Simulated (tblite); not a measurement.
Geometry relaxation, with input and output: C$_{2}$H$_{8}$GeO$_{2}$ (charge −1)

C$_{2}$H$_{8}$GeO$_{2}$, charge −1, multiplicity 2, computed with GFN2-xTB geometry optimisation, gas phase (tblite 0.8.0).

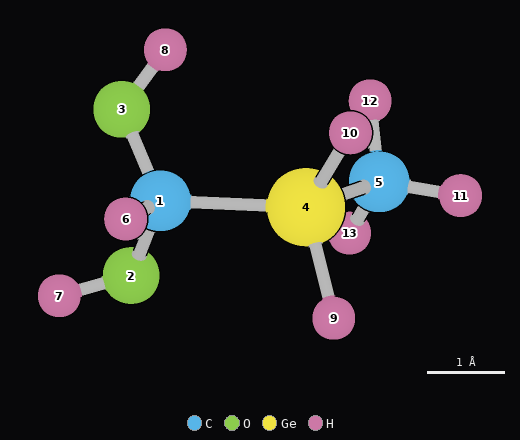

Figure 1. The input geometry (ball-and-stick view, seen at a tilt; atoms are numbered from 1 in the order of the input). Sticks mark near contacts. Bond lengths as drawn: C–Ge 1.92 to 1.98 Å, C–H 1.10 to 1.12 Å, C–O 1.37 to 1.40 Å, Ge–H 1.55 to 1.58 Å and H–O 0.97 to 0.98 Å.

## Key numbers

| quantity | value |
| --- | --- |
| outcome | converged |
| total energy | −503.7509 eV |
| hardware | 1 CPU thread, shared host |
| wall time | 7.8 s |
| peak memory | 0.18 GiB |

## Input
```
{"job": {"kind": "relax", "xc": "GFN2-xTB", "basis": "xTB"}, "charge": -1, "multiplicity": 2}
C     -1.296716     0.128933     0.282217
O     -1.677720    -0.882787    -0.610946
O     -1.544582     1.333377    -0.316081
Ge     0.525699    -0.193865     0.793256
C      1.774055    -0.180523    -0.748569
H     -1.930932     0.062753     1.206804
H     -2.652689    -1.004708    -0.646757
H     -0.876155     2.030573    -0.230954
H      0.600067    -1.636191     1.358698
H      1.073988     0.804432     1.889754
H      2.758297    -0.481663    -0.355382
H      1.859632     0.854490    -1.114280
H      1.411749    -0.871736    -1.518058
```

The first line tells a small driver script what to run in tblite; the rest is the geometry in Å.

Launched with:
```bash
OMP_NUM_THREADS=1 python <driver script> task.json out
```

## The program's output
```
step      E/eV     max force
  0    -500.21802    5.696
  1    -501.27734    3.536
  2    -502.41202    1.981
  3    -502.87361    1.892
  4    -503.00851    1.618
  5    -503.22980    1.125
  6    -503.31357    1.027
  7    -503.39013    0.741
  8    -503.42151    0.561
  9    -503.45252    0.400
 10    -503.47097    0.454
 11    -503.49433    0.617
 12    -503.50865    0.504
 13    -503.52104    0.237
 14    -503.52904    0.304
 15    -503.53954    0.326
 16    -503.54896    0.372
 17    -503.55912    0.323
 18    -503.56885    0.289
 19    -503.57748    0.285
 20    -503.58409    0.204
 21    -503.58861    0.177
 22    -503.59202    0.175
 23    -503.59541    0.175
 24    -503.59933    0.169
 25    -503.60358    0.270
 26    -503.60853    0.208
 27    -503.61409    0.241
 28    -503.62209    0.278
 29    -503.62878    0.330
 30    -503.63782    0.236
 31    -503.62332    1.286
 32    -503.64587    0.204
 33    -503.64934    0.189
 34    -503.65784    0.694
 35    -503.66287    0.130
 36    -503.66515    0.122
 37    -503.66839    0.247
 38    -503.66978    0.131
 39    -503.67272    0.201
 40    -503.67973    0.241
 41    -503.68148    0.804
 42    -503.69162    0.313
 43    -503.69706    0.171
 44    -503.69847    0.824
 45    -503.70515    0.123
 46    -503.70686    0.140
 47    -503.71062    0.292
 48    -503.71291    0.171
 49    -503.71834    0.097
 50    -503.72056    0.102
 51    -503.72215    0.107
 52    -503.72368    0.069
 53    -503.72465    0.279
 54    -503.72595    0.102
 55    -503.72668    0.057
 56    -503.72736    0.052
 57    -503.72817    0.064
 58    -503.72899    0.060
 59    -503.72966    0.054
 60    -503.73035    0.062
 61    -503.73123    0.089
 62    -503.73225    0.082
 63    -503.73301    0.060
 64    -503.73335    0.037
 65    -503.73353    0.035
 66    -503.73378    0.046
 67    -503.73418    0.069
 68    -503.73469    0.077
 69    -503.73524    0.059
 70    -503.73582    0.076
 71    -503.73657    0.087
 72    -503.73751    0.086
 73    -503.73838    0.104
 74    -503.73889    0.080
 75    -503.73917    0.053
 76    -503.73953    0.050
 77    -503.74010    0.075
 78    -503.74084    0.094
 79    -503.74147    0.077
 80    -503.74191    0.058
 81    -503.74225    0.073
 82    -503.74256    0.076
 83    -503.74296    0.071
 84    -503.74347    0.081
 85    -503.74415    0.070
 86    -503.74494    0.063
 87    -503.74559    0.047
 88    -503.74600    0.050
 89    -503.74634    0.044
 90    -503.74661    0.066
 91    -503.74686    0.038
 92    -503.74704    0.030
 93    -503.74719    0.029
 94    -503.74732    0.041
 95    -503.74746    0.041
 96    -503.74755    0.030
 97    -503.74759    0.018
 98    -503.74763    0.014
 99    -503.74766    0.018
100    -503.74770    0.020
101    -503.74775    0.017
102    -503.74780    0.017
103    -503.74784    0.016
104    -503.74788    0.015
105    -503.74793    0.016
106    -503.74800    0.018
107    -503.74808    0.025
108    -503.74817    0.030
109    -503.74827    0.035
110    -503.74836    0.032
111    -503.74846    0.026
112    -503.74856    0.029
113    -503.74866    0.038
114    -503.74876    0.042
115    -503.74886    0.033
116    -503.74896    0.028
117    -503.74907    0.040
118    -503.74919    0.059
119    -503.74936    0.071
120    -503.74959    0.067
121    -503.74983    0.046
122    -503.75001    0.053
123    -503.75003    0.073
124    -503.75029    0.047
125    -503.75038    0.031
126    -503.75058    0.026
127    -503.75064    0.027
128    -503.75073    0.016
129    -503.75076    0.016
130    -503.75079    0.016
131    -503.75082    0.013
132    -503.75085    0.016
133    -503.75087    0.017
134    -503.75088    0.011
135    -503.75089    0.009
136    -503.75090    0.007
```

## Trajectory as extended XYZ (Å, eV, eV/Å), 17 of the 29 frames kept, from step=0 to step=136
```
13
Properties=species:S:1:pos:R:3:forces:R:3 step=0 energy=-500.21802
C    -1.2967    0.1289    0.2822   -3.4440  -1.8020   0.8940
O    -1.6777   -0.8828   -0.6109   -0.5600  -0.9260  -0.1360
O    -1.5446    1.3334   -0.3161   -3.7910  -1.0050  -0.9200
Ge    0.5257   -0.1939    0.7933    1.3900   5.5210   0.1760
C     1.7741   -0.1805   -0.7486    2.1020  -1.2830  -1.0660
H    -1.9309    0.0628    1.2068   -0.2690   0.0790  -0.3780
H    -2.6527   -1.0047   -0.6468    0.4200   0.3840  -0.0670
H    -0.8762    2.0306   -0.2310    3.3170   1.3840   0.6620
H     0.6001   -1.6362    1.3587   -0.0950  -0.3330  -0.0450
H     1.0740    0.8044    1.8898    0.4150  -1.5130   1.7740
H     2.7583   -0.4817   -0.3554   -0.0830  -0.1170  -0.7840
H     1.8596    0.8545   -1.1143    0.0090  -0.7190  -0.1470
H     1.4117   -0.8717   -1.5181    0.5900   0.3300   0.0380
13
Properties=species:S:1:pos:R:3:forces:R:3 step=10 energy=-503.47097
C    -1.5549    0.1449    0.2802    0.4340   0.0730   0.1130
O    -1.7332   -1.0436   -0.5142   -0.0400  -0.0290   0.0650
O    -1.8714    1.2605   -0.2955    0.0010  -0.0810   0.1330
Ge    0.4998   -0.0006    0.7492   -0.3550   0.1680  -0.1990
C     1.8487   -0.1461   -0.7562   -0.1610   0.0590   0.1580
H    -2.0773   -0.0348    1.2423   -0.2370  -0.0440   0.1620
H    -2.6630   -1.0364   -0.7620   -0.0070  -0.0410  -0.2020
H    -0.4475    2.1372   -0.1731    0.1830   0.0590  -0.0600
H     0.5921   -1.4461    1.3377    0.1110  -0.1690   0.0670
H     1.1750    0.6835    2.0363   -0.0170  -0.0090  -0.2790
H     2.8103   -0.5088   -0.4233    0.1910  -0.0440   0.1740
H     1.9857    0.8043   -1.2529    0.0160   0.1420  -0.0480
H     1.4603   -0.8510   -1.4789   -0.1190  -0.0840  -0.0850
13
Properties=species:S:1:pos:R:3:forces:R:3 step=20 energy=-503.58409
C    -1.5696    0.1279    0.3584    0.0910  -0.0900   0.1600
O    -1.7465   -1.0802   -0.4430   -0.0750   0.0820  -0.0420
O    -1.8851    1.2462   -0.1975    0.0680  -0.1680   0.0180
Ge    0.4498   -0.0554    0.7212   -0.1690   0.0260   0.0110
C     1.7961   -0.1336   -0.7521    0.0070  -0.0450  -0.0200
H    -2.1349   -0.0768    1.3078    0.0530   0.0370  -0.0220
H    -2.5841   -0.9716   -0.9020   -0.0540   0.0450  -0.1310
H    -0.2505    2.1354   -0.2214    0.0190  -0.0170  -0.0310
H     0.6648   -1.5041    1.3398    0.0360   0.1220   0.0370
H     1.1236    0.7835    1.8310    0.0040   0.0350   0.1000
H     2.7315   -0.4853   -0.3198    0.0060   0.0060  -0.1090
H     1.9662    0.8258   -1.2328   -0.0570  -0.0670   0.0470
H     1.4633   -0.8486   -1.4999    0.0710   0.0350  -0.0180
13
Properties=species:S:1:pos:R:3:forces:R:3 step=25 energy=-503.60358
C    -1.5722    0.0952    0.3876    0.0430   0.0770  -0.1350
O    -1.7778   -1.0875   -0.4385   -0.2460  -0.1030  -0.0430
O    -1.8797    1.2134   -0.1724   -0.0070   0.1200   0.0010
Ge    0.4332   -0.0579    0.7260    0.1560   0.0210   0.0430
C     1.7754   -0.1469   -0.7522    0.0210   0.0300  -0.0220
H    -2.1285   -0.0893    1.3385   -0.0380  -0.1120   0.0430
H    -2.5660   -0.9136   -0.9721    0.1890   0.0690   0.0630
H    -0.1921    2.1147   -0.2428   -0.0390  -0.0570  -0.0060
H     0.6967   -1.4805    1.3586    0.0170  -0.0050   0.1280
H     1.1012    0.8270    1.8212   -0.0810  -0.0600  -0.0290
H     2.7152   -0.4830   -0.3266    0.1000  -0.0250   0.0250
H     1.9314    0.8198   -1.2107   -0.0070   0.1090  -0.0540
H     1.4880   -0.8482   -1.5268   -0.1090  -0.0640  -0.0130
13
Properties=species:S:1:pos:R:3:forces:R:3 step=35 energy=-503.66287
C    -1.5885    0.0280    0.4147   -0.0170   0.0960   0.0500
O    -1.9614   -1.1043   -0.4100   -0.0320  -0.0950  -0.0830
O    -1.8693    1.1741   -0.1030   -0.0060   0.0510   0.0190
Ge    0.4448   -0.0973    0.7332   -0.0700   0.0090   0.0680
C     1.7694   -0.1529   -0.7673    0.0000  -0.0020  -0.0070
H    -2.0834   -0.1674    1.3926   -0.0180  -0.0110   0.1050
H    -2.4217   -0.6978   -1.1533    0.1110   0.0080  -0.0450
H    -0.1111    2.0090   -0.3001   -0.0580   0.0070   0.0000
H     0.8009   -1.4354    1.5347    0.0270  -0.0050  -0.0550
H     0.9856    0.8945    1.7828   -0.0020   0.0210  -0.0120
H     2.7344   -0.4676   -0.3837    0.0610  -0.0270   0.0070
H     1.8670    0.8290   -1.2124    0.0260   0.0190  -0.0290
H     1.4581   -0.8488   -1.5386   -0.0230  -0.0710  -0.0180
13
Properties=species:S:1:pos:R:3:forces:R:3 step=45 energy=-503.70515
C    -1.6559    0.0332    0.4607    0.0210  -0.0260   0.0130
O    -2.0550   -1.0541   -0.4048   -0.0240   0.0080  -0.0860
O    -1.9218    1.2057    0.0167    0.0230  -0.0230   0.0390
Ge    0.4277   -0.0971    0.7329   -0.0220   0.0080   0.0020
C     1.7706   -0.1769   -0.7756   -0.0190  -0.0080  -0.0190
H    -2.1054   -0.2276    1.4434    0.0270   0.0110  -0.0190
H    -2.1599   -0.6349   -1.2687    0.0970   0.0030   0.0750
H    -0.1513    1.9797   -0.3254   -0.0480   0.0230  -0.0040
H     0.8854   -1.4238    1.5371   -0.0400   0.0440   0.0060
H     0.9336    0.9520    1.7495    0.0510  -0.0310  -0.0060
H     2.7468   -0.4885   -0.4095   -0.0770   0.0160   0.0640
H     1.8664    0.7946   -1.2470   -0.0030  -0.0440  -0.0410
H     1.4436   -0.8991   -1.5196    0.0130   0.0200  -0.0250
13
Properties=species:S:1:pos:R:3:forces:R:3 step=50 energy=-503.72056
C    -1.6660    0.0420    0.4823   -0.0310  -0.0100   0.0200
O    -2.0653   -1.0171   -0.4187    0.0540   0.0540   0.0480
O    -1.9452    1.2333    0.0955   -0.0230  -0.0190  -0.0750
Ge    0.4164   -0.0852    0.7276    0.0090   0.0320  -0.0170
C     1.7563   -0.1972   -0.7827   -0.0100   0.0180  -0.0330
H    -2.1119   -0.2500    1.4518    0.0100  -0.0880   0.0500
H    -1.9805   -0.6152   -1.2895    0.0190   0.0430  -0.0430
H    -0.2583    1.9877   -0.3315    0.0220  -0.0220   0.0020
H     0.8951   -1.4104    1.5074   -0.0700   0.0270   0.0490
H     0.9492    0.9584    1.7385    0.0610  -0.0410  -0.0200
H     2.7201   -0.5031   -0.3839   -0.0290   0.0020   0.0100
H     1.8732    0.7528   -1.2895   -0.0080   0.0540  -0.0040
H     1.4415   -0.9333   -1.5177   -0.0050  -0.0490   0.0120
13
Properties=species:S:1:pos:R:3:forces:R:3 step=60 energy=-503.73035
C    -1.6624    0.0350    0.4890    0.0030   0.0440   0.0440
O    -2.0305   -1.0122   -0.4330    0.0370   0.0170  -0.0370
O    -1.9642    1.2260    0.1091   -0.0110   0.0200  -0.0260
Ge    0.4093   -0.0640    0.7278    0.0290  -0.0070  -0.0070
C     1.7335   -0.1990   -0.7920    0.0130  -0.0050   0.0170
H    -2.1076   -0.2834    1.4511   -0.0200  -0.0360   0.0210
H    -1.9211   -0.5862   -1.2908   -0.0090  -0.0170  -0.0280
H    -0.2690    1.9826   -0.3301   -0.0170   0.0060   0.0030
H     0.8324   -1.3928    1.5256    0.0020  -0.0180   0.0060
H     1.0189    0.9516    1.7206    0.0020   0.0180   0.0060
H     2.6885   -0.4913   -0.3650    0.0280  -0.0140  -0.0290
H     1.8579    0.7493   -1.3036   -0.0410  -0.0190  -0.0030
H     1.4389   -0.9524   -1.5190   -0.0180   0.0120   0.0320
13
Properties=species:S:1:pos:R:3:forces:R:3 step=70 energy=-503.73582
C    -1.6541    0.0392    0.4899   -0.0070   0.0270   0.0180
O    -1.9707   -0.9920   -0.4721    0.0090   0.0010   0.0190
O    -1.9816    1.2308    0.1330    0.0180   0.0230  -0.0350
Ge    0.4208   -0.0559    0.7525   -0.0070   0.0230   0.0210
C     1.7190   -0.2135   -0.7859   -0.0130  -0.0300   0.0200
H    -2.1162   -0.3095    1.4334    0.0020  -0.0660  -0.0170
H    -1.8388   -0.5444   -1.3154   -0.0070   0.0010  -0.0130
H    -0.3375    1.9936   -0.3269    0.0160   0.0150   0.0060
H     0.8117   -1.3876    1.5522    0.0290   0.0000   0.0000
H     1.0705    0.9568    1.7294   -0.0050   0.0000   0.0110
H     2.6969   -0.4929   -0.4020   -0.0090   0.0400   0.0140
H     1.8045    0.7278   -1.3204   -0.0060  -0.0750  -0.0140
H     1.4002   -0.9894   -1.4779   -0.0200   0.0400  -0.0290
13
Properties=species:S:1:pos:R:3:forces:R:3 step=80 energy=-503.74191
C    -1.6445    0.0284    0.4780    0.0150   0.0150   0.0110
O    -1.8859   -0.9746   -0.5328   -0.0050   0.0020  -0.0350
O    -1.9837    1.2205    0.1503    0.0060   0.0110  -0.0110
Ge    0.4329   -0.0473    0.8025   -0.0200   0.0350   0.0070
C     1.6652   -0.2334   -0.7804   -0.0150  -0.0020   0.0160
H    -2.1307   -0.3755    1.3873    0.0080  -0.0150  -0.0090
H    -1.7778   -0.4831   -1.3564    0.0150  -0.0120   0.0480
H    -0.3209    2.0426   -0.3105    0.0160  -0.0140   0.0350
H     0.8594   -1.3672    1.6108    0.0000   0.0130  -0.0150
H     1.1117    0.9807    1.7547   -0.0340  -0.0170  -0.0440
H     2.6635   -0.4731   -0.4229   -0.0040   0.0010  -0.0380
H     1.7084    0.6823   -1.3608   -0.0010  -0.0100   0.0130
H     1.3270   -1.0374   -1.4301    0.0180  -0.0070   0.0210
13
Properties=species:S:1:pos:R:3:forces:R:3 step=90 energy=-503.74661
C    -1.6303    0.0104    0.4704    0.0040   0.0300   0.0410
O    -1.8378   -0.9495   -0.5860    0.0030  -0.0490  -0.0440
O    -1.9750    1.2119    0.1827   -0.0040   0.0210   0.0110
Ge    0.4325   -0.0369    0.8250    0.0020   0.0310   0.0120
C     1.6184   -0.2532   -0.7793   -0.0190   0.0010   0.0070
H    -2.1326   -0.4395    1.3492   -0.0110   0.0070  -0.0050
H    -1.6899   -0.4249   -1.3818    0.0040  -0.0060   0.0120
H    -0.2688    2.0502   -0.2404    0.0010   0.0110   0.0060
H     0.9044   -1.3276    1.6500   -0.0040  -0.0270   0.0250
H     1.0827    1.0336    1.7312   -0.0170  -0.0060   0.0040
H     2.6371   -0.4551   -0.4593    0.0060  -0.0010  -0.0100
H     1.6137    0.6369   -1.3975    0.0060   0.0100  -0.0310
H     1.2703   -1.0932   -1.3744    0.0290  -0.0250  -0.0310
13
Properties=species:S:1:pos:R:3:forces:R:3 step=95 energy=-503.74746
C    -1.6303    0.0109    0.4732    0.0000  -0.0140  -0.0120
O    -1.8280   -0.9458   -0.5933    0.0000  -0.0040   0.0400
O    -1.9788    1.2130    0.1938    0.0090   0.0110  -0.0070
Ge    0.4310   -0.0316    0.8261   -0.0060  -0.0200   0.0010
C     1.6101   -0.2580   -0.7844    0.0070  -0.0010  -0.0040
H    -2.1368   -0.4475    1.3439   -0.0080  -0.0080   0.0160
H    -1.6629   -0.4179   -1.3821    0.0030   0.0140  -0.0310
H    -0.2642    2.0552   -0.2239    0.0000   0.0110   0.0000
H     0.9074   -1.3250    1.6570   -0.0100   0.0060   0.0030
H     1.0740    1.0434    1.7292   -0.0010  -0.0010   0.0050
H     2.6303   -0.4520   -0.4626    0.0000   0.0140  -0.0130
H     1.6019    0.6253   -1.4137    0.0010  -0.0020  -0.0030
H     1.2711   -1.1069   -1.3736    0.0060  -0.0060   0.0030
13
Properties=species:S:1:pos:R:3:forces:R:3 step=105 energy=-503.74793
C    -1.6272    0.0105    0.4727   -0.0140   0.0000  -0.0070
O    -1.8311   -0.9488   -0.5904   -0.0030  -0.0080   0.0100
O    -1.9709    1.2134    0.1899   -0.0090   0.0090  -0.0050
Ge    0.4311   -0.0369    0.8243    0.0050  -0.0050  -0.0030
C     1.6126   -0.2586   -0.7873   -0.0050   0.0030   0.0100
H    -2.1376   -0.4433    1.3451    0.0120   0.0010   0.0020
H    -1.6724   -0.4236   -1.3830    0.0020   0.0080  -0.0080
H    -0.2525    2.0657   -0.2153    0.0040  -0.0040   0.0000
H     0.9000   -1.3253    1.6623    0.0020  -0.0130  -0.0070
H     1.0632    1.0380    1.7321    0.0070   0.0060   0.0040
H     2.6367   -0.4377   -0.4688   -0.0080   0.0070  -0.0070
H     1.5913    0.6230   -1.4189   -0.0030  -0.0040   0.0000
H     1.2816   -1.1133   -1.3730    0.0110  -0.0020   0.0110
13
Properties=species:S:1:pos:R:3:forces:R:3 step=115 energy=-503.74886
C    -1.6273    0.0155    0.4670   -0.0140   0.0010  -0.0010
O    -1.8282   -0.9447   -0.5953    0.0080  -0.0250   0.0200
O    -1.9677    1.2173    0.1839    0.0030   0.0190   0.0050
Ge    0.4302   -0.0436    0.8297    0.0080   0.0020  -0.0150
C     1.6025   -0.2630   -0.7865   -0.0010   0.0070   0.0110
H    -2.1344   -0.4402    1.3405   -0.0150   0.0020  -0.0060
H    -1.6567   -0.4251   -1.3886   -0.0020   0.0170  -0.0120
H    -0.2282    2.0979   -0.1929    0.0040  -0.0240   0.0000
H     0.8892   -1.3438    1.6544    0.0060   0.0020   0.0040
H     1.0678    1.0285    1.7378    0.0020  -0.0130   0.0020
H     2.6383   -0.3785   -0.4776    0.0060   0.0060   0.0050
H     1.5293    0.5962   -1.4439   -0.0040  -0.0010  -0.0180
H     1.3100   -1.1533   -1.3388   -0.0010   0.0060   0.0050
13
Properties=species:S:1:pos:R:3:forces:R:3 step=120 energy=-503.74959
C    -1.6327    0.0199    0.4652    0.0270   0.0190   0.0320
O    -1.8387   -0.9490   -0.5867    0.0040   0.0450  -0.0500
O    -1.9577    1.2242    0.1741   -0.0190  -0.0250  -0.0150
Ge    0.4290   -0.0491    0.8271   -0.0150  -0.0010   0.0170
C     1.6058   -0.2559   -0.7856    0.0070  -0.0090  -0.0290
H    -2.1453   -0.4246    1.3406   -0.0030   0.0080   0.0180
H    -1.6713   -0.4325   -1.3842   -0.0070  -0.0250   0.0090
H    -0.2100    2.0925   -0.1891    0.0040  -0.0200   0.0020
H     0.8861   -1.3619    1.6410    0.0050   0.0220  -0.0040
H     1.0699    1.0139    1.7448   -0.0010  -0.0150   0.0100
H     2.6450   -0.3374   -0.4753   -0.0150   0.0140  -0.0070
H     1.5072    0.5873   -1.4615    0.0060  -0.0120   0.0150
H     1.3375   -1.1643   -1.3208    0.0080   0.0010   0.0010
13
Properties=species:S:1:pos:R:3:forces:R:3 step=130 energy=-503.75079
C    -1.6327    0.0290    0.4616    0.0090   0.0100   0.0090
O    -1.8480   -0.9429   -0.5869    0.0030   0.0080   0.0040
O    -1.9424    1.2348    0.1580    0.0000   0.0060  -0.0010
Ge    0.4254   -0.0552    0.8273   -0.0020  -0.0030   0.0020
C     1.6001   -0.2538   -0.7903    0.0000   0.0030   0.0020
H    -2.1561   -0.3998    1.3387    0.0030  -0.0080  -0.0030
H    -1.6708   -0.4344   -1.3866   -0.0020  -0.0050  -0.0080
H    -0.1775    2.0804   -0.1597   -0.0030  -0.0040  -0.0050
H     0.8791   -1.3783    1.6229    0.0000  -0.0080   0.0030
H     1.0703    0.9822    1.7723   -0.0050   0.0020  -0.0020
H     2.6441   -0.2377   -0.4879    0.0010  -0.0050   0.0000
H     1.4354    0.5452   -1.5050   -0.0090  -0.0010  -0.0010
H     1.3977   -1.2064   -1.2748    0.0060   0.0050  -0.0010
13
Properties=species:S:1:pos:R:3:forces:R:3 step=136 energy=-503.75090
C    -1.6302    0.0311    0.4616    0.0000  -0.0020  -0.0020
O    -1.8471   -0.9404   -0.5877    0.0010  -0.0010  -0.0030
O    -1.9393    1.2373    0.1581    0.0000   0.0000   0.0070
Ge    0.4261   -0.0570    0.8289   -0.0060  -0.0030  -0.0010
C     1.5994   -0.2537   -0.7896    0.0020  -0.0020  -0.0030
H    -2.1552   -0.3989    1.3375    0.0010   0.0020  -0.0030
H    -1.6712   -0.4334   -1.3887    0.0000   0.0000   0.0050
H    -0.1778    2.0763   -0.1604    0.0010   0.0020  -0.0050
H     0.8781   -1.3814    1.6241    0.0000   0.0000   0.0010
H     1.0687    0.9810    1.7743    0.0000   0.0000  -0.0010
H     2.6444   -0.2307   -0.4907   -0.0010   0.0050  -0.0010
H     1.4258    0.5418   -1.5063    0.0020  -0.0020   0.0040
H     1.4029   -1.2088   -1.2715   -0.0010   0.0000   0.0010
```
